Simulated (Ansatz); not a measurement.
**BSiH5 (SMILES B[SiH3]) at 6 levels**

Wanted: a comparison of 6 runs (BLYP/STO-3G, CAM-B3LYP/STO-3G, PBE/STO-3G, UB3LYP/STO-3G, r2SCAN0/STO-3G, CCSD/STO-3G) of BSiH5. 

The results are computed with Ansatz 0.2.0.

47 further runs of the same task are left out: 47 set aside as unsound or not needed.

### Step 1. The molecule

BSiH5: 7 atoms, total charge 0, spin state singlet. SMILES: `B[SiH3]`. The H4–B1 distance was set to 1.793 Å, away from the relaxed value. At this shape a bond of the SMILES string is far longer than usual.

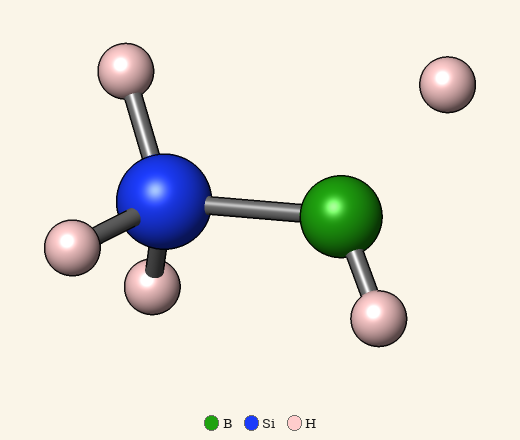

Viewed from a chosen angle; boron green, silicon blue, hydrogen pink.

### Step 2. A single-point energy at BLYP/STO-3G (run 1)

run.yaml reads:

```yaml
crystal:
  periodic: [false, false, false]
  atoms:
    - {symbol: B, position_ang: [-0.518008, -0.832244, 0.138749]}
    - {symbol: Si, position_ang: [-0.385708, 1.142056, -0.214051]}
    - {symbol: H, position_ang: [-1.600808, -1.333844, 0.224549]}
    - {symbol: H, position_ang: [0.906400, -1.902500, 0.335400]}
    - {symbol: H, position_ang: [-1.090808, 1.450156, -1.492751]}
    - {symbol: H, position_ang: [-1.098408, 1.873456, 0.874049]}
    - {symbol: H, position_ang: [0.999692, 1.675556, -0.305051]}
basis:
  gaussian:
    orbitals: STO-3G
accuracy: high
hamiltonian:
  xc: {name: BLYP}
```

Started as:

```bash
$ ansatz run run.yaml --threads 1 --pin off --max-ram 2610MiB --events-out events.jsonl --progress --plain --runs-dir runs
```

The program printed:

```text
Warning: RAYON_NUM_THREADS=1 ignored (pool sized by the plan → 1); use --threads N
Functional definition: BLYP
  name "BLYP"
  parameter beta = 0.0042
  parameter a = 0.04918
  parameter b = 0.132
  parameter c = 0.2533
  parameter d = 0.349
  exchange = b88_x(beta = beta)
  correlation = lyp_c(a = a, b = b, c = c, d = d)
334 factors; integrals over basis functions are off by at most 6.9e-9 eV
mean field evaluation 1: about -8528.6907 eV, gradient 2.0e1 eV
mean field evaluation 2: about -8527.1449 eV, gradient 2.6e1 eV
mean field evaluation 4: about -8530.1332 eV, gradient 4.7e-1 eV
mean field evaluation 8: about -8530.0101 eV, gradient 7.4e-3 eV
mean field evaluation 16: about -8530.0101 eV, gradient 4.7e-9 eV
mean field -8530.01012498 eV, -313.4720902444 hartree, gradient 4.6e-9 eV, S^2 0.000000; 0 other end points of the search recorded, 0 dependent functions left out
reference -8530.01016544 eV, -313.4720917315 hartree; 12, 12 occupied and 7, 7 virtual orbitals, 334 factors
Total energy: -8530.01016544 eV, -313.4720917315 hartree
```

Run time: 1 s. Hardware: 1 thread of Arm Neoverse V2, shared host; peak memory 0.098 GiB.

### Step 3. The energy at CAM-B3LYP/STO-3G (run 2)

input.yaml reads:

```yaml
basis:
  gaussian:
    orbitals: STO-3G
crystal:
  periodic: [false, false, false]
  atoms:
    - {symbol: B, position_ang: [-0.518008, -0.832244, 0.138749]}
    - {symbol: Si, position_ang: [-0.385708, 1.142056, -0.214051]}
    - {symbol: H, position_ang: [-1.600808, -1.333844, 0.224549]}
    - {symbol: H, position_ang: [0.906400, -1.902500, 0.335400]}
    - {symbol: H, position_ang: [-1.090808, 1.450156, -1.492751]}
    - {symbol: H, position_ang: [-1.098408, 1.873456, 0.874049]}
    - {symbol: H, position_ang: [0.999692, 1.675556, -0.305051]}
hamiltonian:
  xc: {name: CAM-B3LYP}
accuracy: high
```

Started as:

```bash
$ ansatz run input.yaml --threads 1 --pin off --max-ram 2610MiB --events-out events.jsonl --progress --plain --runs-dir runs
```

The program printed:

```text
Warning: RAYON_NUM_THREADS=1 ignored (pool sized by the plan → 1); use --threads N
Functional definition: CAM-B3LYP
  name "CAM-B3LYP"
  parameter alpha = 0.19
  parameter beta = 0.46
  parameter omega = 0.33/bohr
  parameter ac = 0.81
  exchange = (1 - alpha - beta)*b88_x + beta*b88_x_sr(omega) + alpha*exact_x + beta*exact_x_lr(omega)
  correlation = (1 - ac)*vwn5_c + ac*lyp_c
334 factors; integrals over basis functions are off by at most 6.9e-9 eV
177 factors; integrals over basis functions are off by at most 1.2e-9 eV
mean field evaluation 1: about -8528.9088 eV, gradient 1.7e1 eV
mean field evaluation 2: about -8529.7367 eV, gradient 1.1e1 eV
mean field evaluation 4: about -8530.2537 eV, gradient 4.1e-1 eV
mean field evaluation 8: about -8530.1475 eV, gradient 1.5e-3 eV
mean field evaluation 16: about -8530.1475 eV, gradient 1.2e-7 eV
mean field -8530.14754808 eV, -313.4771404502 hartree, gradient 3.4e-8 eV, S^2 0.000000; 0 other end points of the search recorded, 0 dependent functions left out
reference -8530.14756251 eV, -313.4771409806 hartree; 12, 12 occupied and 7, 7 virtual orbitals, 334 factors
Total energy: -8530.14756251 eV, -313.4771409806 hartree
```

Wall time 1.3 s (1 thread of Arm Neoverse V2, shared host); peak memory 0.1 GiB.

Runs 3 to 4 aren't shown in full; the table further down has their settings and results.

### Step 4. A single-point energy at r2SCAN0/STO-3G (run 5)

run.yaml reads:

```yaml
crystal:
  periodic: [false, false, false]
  atoms:
    - symbol: B
      position_ang: [-0.518008, -0.832244, 0.138749]
    - symbol: Si
      position_ang: [-0.385708, 1.142056, -0.214051]
    - symbol: H
      position_ang: [-1.600808, -1.333844, 0.224549]
    - symbol: H
      position_ang: [0.906400, -1.902500, 0.335400]
    - symbol: H
      position_ang: [-1.090808, 1.450156, -1.492751]
    - symbol: H
      position_ang: [-1.098408, 1.873456, 0.874049]
    - symbol: H
      position_ang: [0.999692, 1.675556, -0.305051]
basis:
  gaussian:
    orbitals: STO-3G
hamiltonian:
  xc: {name: r2SCAN0}
accuracy: high
```

Started as:

```bash
$ ansatz run run.yaml --threads 1 --pin off --max-ram 2610MiB --events-out events.jsonl --progress --plain --runs-dir runs
```

The program printed:

```text
Warning: RAYON_NUM_THREADS=1 ignored (pool sized by the plan → 1); use --threads N
Functional definition: r2SCAN0
  name "r2SCAN0"
  parameter a = 0.25
  parameter k0 = 0.174
  parameter k1 = 0.065
  parameter a1 = 4.9479
  exchange = (1 - a)*r2scan_x(k0 = k0, k1 = k1, a1 = a1) + a*exact_x
  correlation = r2scan_c
334 factors; integrals over basis functions are off by at most 6.9e-9 eV
mean field evaluation 1: about -8529.2593 eV, gradient 1.5e1 eV
mean field evaluation 2: about -8529.4806 eV, gradient 1.3e1 eV
mean field evaluation 4: about -8530.3069 eV, gradient 2.9e-1 eV
mean field evaluation 8: about -8530.2086 eV, gradient 1.9e-3 eV
mean field evaluation 16: about -8530.2086 eV, gradient 2.4e-8 eV
mean field -8530.20855723 eV, -313.4793824953 hartree, gradient 2.4e-8 eV, S^2 0.000000; 0 other end points of the search recorded, 0 dependent functions left out
reference -8530.20855761 eV, -313.4793825092 hartree; 12, 12 occupied and 7, 7 virtual orbitals, 334 factors
Total energy: -8530.20855761 eV, -313.4793825092 hartree
```

It took 2.5 s on 1 thread of Arm Neoverse V2, shared host; peak memory 0.14 GiB.

### Step 5. The energy at CCSD/STO-3G (run 6)

molecule.yaml reads:

```yaml
crystal:
  periodic: [false, false, false]
  atoms:
    - {symbol: B, position_ang: [-0.518008, -0.832244, 0.138749]}
    - {symbol: Si, position_ang: [-0.385708, 1.142056, -0.214051]}
    - {symbol: H, position_ang: [-1.600808, -1.333844, 0.224549]}
    - {symbol: H, position_ang: [0.906400, -1.902500, 0.335400]}
    - {symbol: H, position_ang: [-1.090808, 1.450156, -1.492751]}
    - {symbol: H, position_ang: [-1.098408, 1.873456, 0.874049]}
    - {symbol: H, position_ang: [0.999692, 1.675556, -0.305051]}
basis:
  gaussian:
    orbitals: STO-3G
correlation:
  method: ccsd
  frozen_orbitals: {B: 1, H: 0, Si: 5}
accuracy: high
scf:
  omitted_lower_state_checks: [cluster_reference, increment]
```

Started as:

```bash
$ ansatz run molecule.yaml --threads 1 --pin off --max-ram 2610MiB --events-out events.jsonl --progress --plain --runs-dir runs
```

The program printed:

```text
Warning: RAYON_NUM_THREADS=1 ignored (pool sized by the plan → 1); use --threads N
[... 11 lines left out ...]
6 core orbitals not correlated: weight in the atoms' cores, before any rotation towards them, 1.000 or more for the frozen orbitals, at most 0.000 for the correlated occupied ones
[... 21 lines left out ...]
Total energy: -8513.33144235 eV, -312.8591599632 hartree
Checks for a lower state left out: cluster_reference, increment
```

It took 0.12 s on 1 thread of Arm Neoverse V2, shared host.

### Step 6. Overview of the runs

```
run             level  frozen core orbitals  energy (Eh)  wall time
  1       BLYP/STO-3G                     –  -313.472092        1 s
  2  CAM-B3LYP/STO-3G                     –  -313.477141      1.3 s
  3        PBE/STO-3G                     –  -313.311186      1.1 s
  4     UB3LYP/STO-3G                     –  -313.543946      1.9 s
  5    r2SCAN0/STO-3G                     –  -313.479383      2.5 s
  6       CCSD/STO-3G                     6  -312.859160     0.12 s
```

### Step 7. Results

| quantity | value |
| --- | --- |
| run 6: total energy | -312.85916 Eh |
| run 6: correlation energy (6 core orbitals frozen) | -141.2 mEh |
| run 6: T1 diagnostic | 0.008 |

**Reading.** Totals of different functionals can't be ranked against each other. In run 6 the log says that unrestricted orbitals would lower the reference, so the values rest on an unstable closed-shell determinant (other closed-shell runs at this shape may share the fault). In runs 1, 2, 3, 4, 5, 6 the basis is minimal, so the values are rough. All runs together took 7.9 s, the longest 2.5 s.
